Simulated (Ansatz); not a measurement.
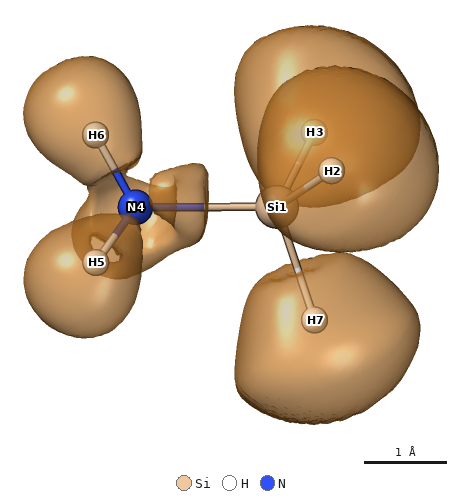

Figure. H5NSi. Isosurface of the electron localisation function at 0.8 (orange), seen at a tilt. Core shells and regions of very low density are left out.

Theory: RKS B3LYP/6-31G* in Ansatz 0.2.0.

```xyz
7

Si    0.1671    0.0678    0.1105
H     0.1535    0.0548    1.6074
H     1.5918    0.1232   -0.3116
N    -0.6685    1.3734   -0.6749
H    -1.6798    1.4066   -0.6173
H    -0.2851    2.3090   -0.6062
H    -0.4558   -1.2053   -0.3394
```

### Identify the bonds, lone pairs and shells in this picture.

At this value the surface marks out three regions around hydrogen nuclei and one joined region spread over several atoms (H, N), in which their bonds and any lone pairs are merged. Profiles from the grid: Si–N (1.74 Å): the ELF peaks at about 0.90 between the atoms (a shared but strongly polarised pair). N–H (1.01 Å): the ELF climbs to about 1 towards the hydrogen, as it does in any bond to H: an ordinary covalent bond to hydrogen.
